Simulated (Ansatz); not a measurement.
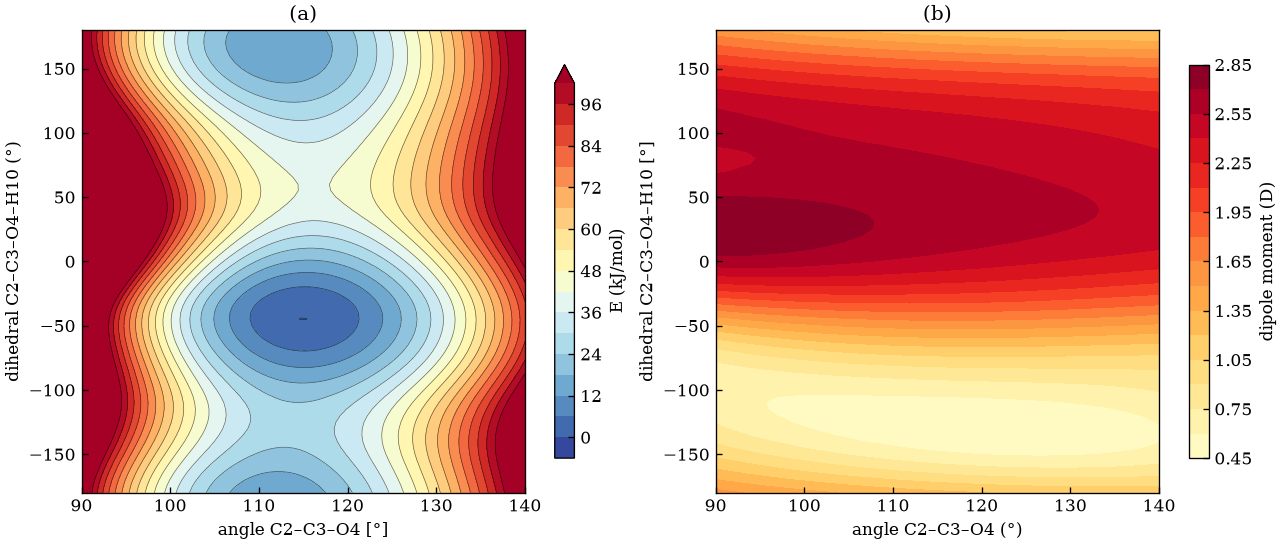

C₃H₆FInO, SMILES C=C[C](O)(F)[InH2]. 
- The first coordinate is: angle C2–C3–O4; the second: dihedral C2–C3–O4–H10.
- Nothing is relaxed (all other coordinates rigid).
- Grid: 9 × 10 points.
- Energies are in kJ/mol, from the relaxed molecule at the same level.
- All numbers below come from RKS PBE-D4/def2-SVP in Ansatz.

Panel (a) is the energy; panel (b) is the computed dipole moment, in D.

In the figure: filled contours, one colour for all values above the top of the scale. Between grid points the surface is interpolated.

How does the dipole moment vary over the map, and what is it at the lowest grid point?

Answer. Leaving out the highest fifth of the energies, it runs from 0.52 D at angle C2–C3–O4 = 127.5°, dihedral C2–C3–O4–H10 = −144° to 2.73 D at angle C2–C3–O4 = 102.5°, dihedral C2–C3–O4–H10 = 36°. At the lowest grid point, angle C2–C3–O4 = 115.0°, dihedral C2–C3–O4–H10 = −36°, it is 1.87 D.
